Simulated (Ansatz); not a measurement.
**What do other settings change for (5,5) carbon nanotube bundle (80 atoms)?**

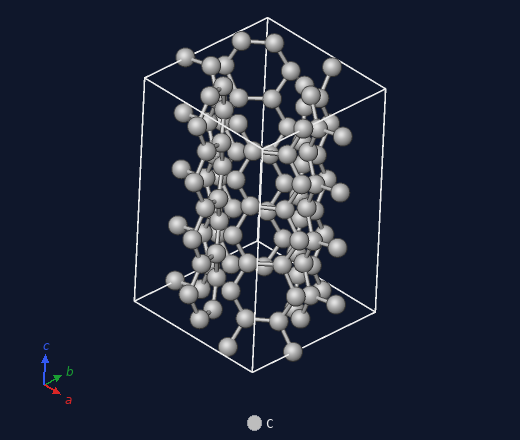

The cell (carbon light grey). Some periodic images of atoms are drawn too.

The cell holds 80 atoms: 80 C. Cell: a = 10.081 Å, b = 10.081 Å, c = 9.840 Å, α = 90.0°, β = 90.0°, γ = 120.0°. It derives from C (graphene). Graphene sheet (a = 2.46 Å) rolled into a (5,5) tube of diameter 6.78 Å, 4 periods, hexagonal bundle with 3.3 Å between walls; not relaxed, displaced by a Gaussian of 0.02 Å.

Geometry: as built.

Reference run: Kohn-Sham DFT, PBE+D3(BJ), PAW (set soft_2), plane waves (Ansatz 0.2.0), cutoff 750 eV, k-mesh 2×2×2, gaussian smearing of 0.05 eV.

| Quantity | Value |
| --- | --- |
| r.m.s. force component | 1.183 eV/Å |
| SCF cycles | 9 |
| time | 29 s on 4 threads of AMD EPYC 9R45, shared host |

**Question.** The same geometry is run again with each of these changes. How far do the results move, and how long does each run take?
- support functions medium
- support functions low
- support functions high
- support functions medium, spacing 0.411 Å
- support functions medium, spacing 0.343 Å
- support functions medium, spacing 0.297 Å
- support functions medium, spacing 0.263 Å
- support functions medium, spacing 0.206 Å
- support functions medium, spacing 0.183 Å

Each row is set against the run with plane waves at 750 eV (Kohn-Sham DFT, PBE+D3(BJ), PAW (set soft_2), plane waves; r.m.s. force component 1.18 eV/Å). Energies are set beside the reference only for runs with its functional, potentials and electron count. Times are for 4 threads of AMD EPYC 9R45, shared host.

```
                                      run  Δ force, r.m.s. (meV/Å)  share of r.m.s. force (%)  Δ energy (meV/atom)  cycles     time  host memory (GiB)
                                reference                        -                          -                    -       9     29 s                6.7
                 support functions medium                    0.327                     0.0276              -0.0782      12     56 s                2.5
                    support functions low                    0.334                     0.0282              -0.0788      11     51 s                2.4
                   support functions high                    0.098                     0.0083              -0.0731      16  3.1 min                4.5
support functions medium, spacing 0.411 Å                      445                       37.6                  481      12     40 s                1.7
support functions medium, spacing 0.343 Å                     23.9                       2.02                 10.7      12     35 s                1.7
support functions medium, spacing 0.297 Å                     7.97                      0.674                 2.98      12     39 s                1.8
support functions medium, spacing 0.263 Å                    0.351                     0.0297               -0.171      12     58 s                2.5
support functions medium, spacing 0.206 Å                    0.274                     0.0231              -0.0577      12     68 s                2.8
support functions medium, spacing 0.183 Å                    0.198                     0.0168              -0.0816      12     83 s                3.3
```

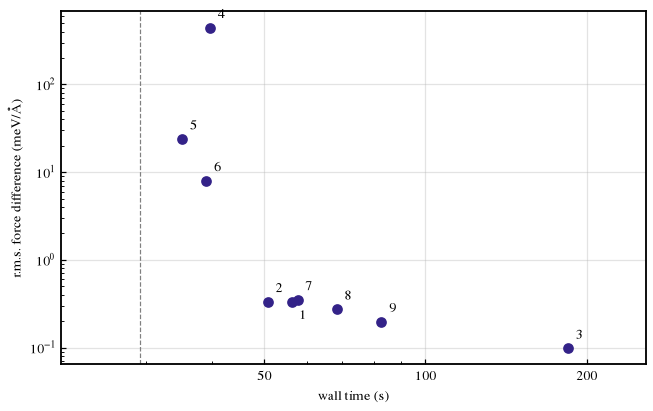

Force difference from the reference against wall time; the dashed line marks the reference's time. Points: 1 support functions medium; 2 support functions low; 3 support functions high; 4 support functions medium, spacing 0.411 Å; 5 support functions medium, spacing 0.343 Å; 6 support functions medium, spacing 0.297 Å; 7 support functions medium, spacing 0.263 Å; 8 support functions medium, spacing 0.206 Å; 9 support functions medium, spacing 0.183 Å.

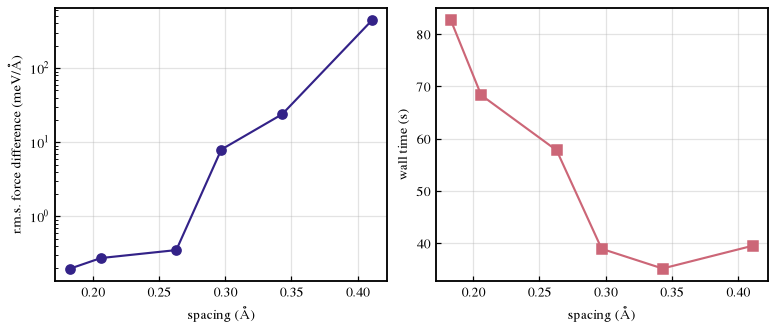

Force difference and time against the spacing.

Among numerical settings the force difference runs from 0.098 meV/Å (support functions high) to 445 meV/Å (support functions medium, spacing 0.411 Å). At 80 atoms the fastest of the runs at a preset level, support functions low, takes 1.7 times the time of plane waves, in 11 SCF cycles against 9. Differences between support functions and plane waves include what basis error the plane-wave run still has. As the typed spacing goes from 0.183 to 0.411 Å, the force difference goes from 0.20 to 445 meV/Å, while the time lies between 35 s and 83 s. 

[Logs are printed without paths, hosts, clocks, repeated set-up lines and the standing remarks that a program may print on its own settings, such as how far it seeks lower states.]

[Hosts, paths, dates, database ids (printed as entryN), source tags and the programs' standing remarks are cut or masked in the printed files.]
